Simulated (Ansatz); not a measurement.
## Response to strain in hypothetical zinc blende BiSb

Base system: BiSb in the zinc blende structure (space group F-43m, No. 216; a = 7.142 Å; a hypothetical phase, not in the database extracts checked; relaxed with 0.1 eV smearing).

Strains are applied to the cell and any free atomic positions relax.

Levels (all Ansatz, a quantum-chemistry and plane-wave program, PAW): PBE (420 eV, no spin-orbit coupling); r2SCAN (500 eV, no SOC).

The base cell above is that of PBE; each level relaxes its own structures.

Notes on the quantities. energy relative to the base: free energy F.

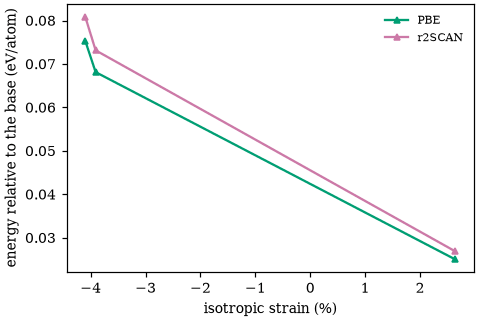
Energy relative to the base under two levels

### Question
How do the two levels compare along the series?

### Answer
PBE lies below r2SCAN in every row, by 1.9 meV/atom to 5.5 meV/atom. They put the cases in the same order.

Stability against distortions was not tested. The final runs are not spin-polarised.
